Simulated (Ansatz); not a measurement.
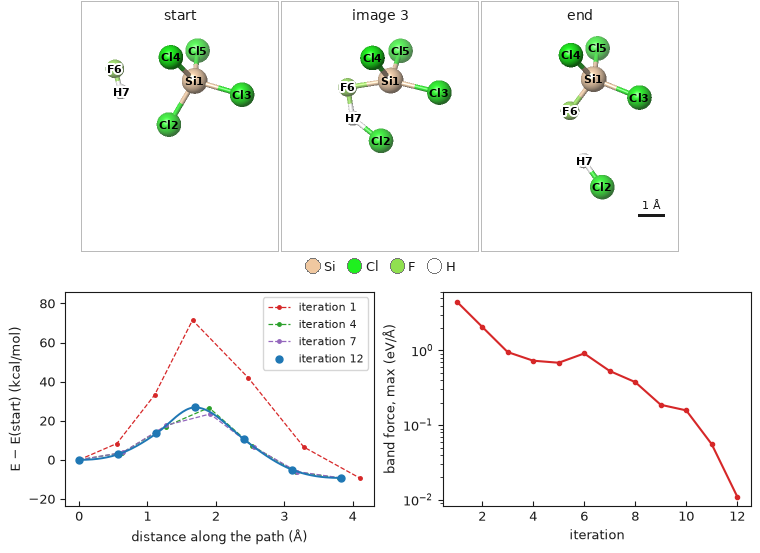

NEB run on SiHCl4F, made up of SiCl$_{4}$ and HF. Images are numbered from 0 (start) to 6 (end). The plot follows the band through its iterations. Style: ball-and-stick. Shown at a tilt.

The calculation used Ansatz 0.2.0, RKS PBE0-D4/def2-SVP. Settings: 5 movable images; climbing image; force threshold 0.05 eV/Å; iteration limit 60; starting path through a guess of the saddle point.

Judge this run.

The result is final at these settings. The band converged in 12 iterations. The largest component of the band force went from 4.5 to 0.011 eV/Å. The climbing image converged on the top of the path. Its vibrational analysis gives one imaginary mode (577i cm⁻¹), as a transition state must have. The first iteration put the highest image at 71.5 kcal/mol. The highest point, image 3, lies 26.8 kcal/mol above the start and 36.1 kcal/mol above the end; the end is at −9.3 kcal/mol relative to the start.

Limits of the set-up: the start holds two separate molecules, 2.4 Å apart at their closest, whose relative position is a soft coordinate.

Cost: 94 s on 4 threads of Arm Neoverse V2, with other jobs on the host, peak memory 0.29 GiB.
